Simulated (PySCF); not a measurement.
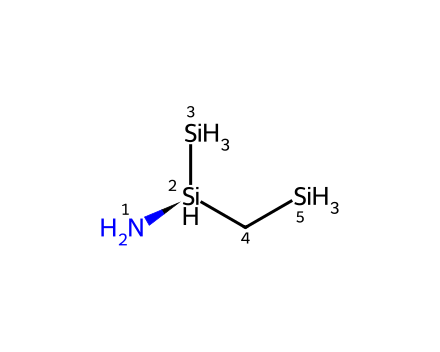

Skeletal drawing with numbered atoms; wedges and dashes mark any stereocentres. The configuration is that of a computed structure (PBE0-D3(BJ)/def2-SVP).

Question: Assign CIP descriptors.

Answer: Si2: S.

Question: Give a SMILES with the stereochemistry.

Answer: N[Si@@H]([SiH3])C[SiH3]
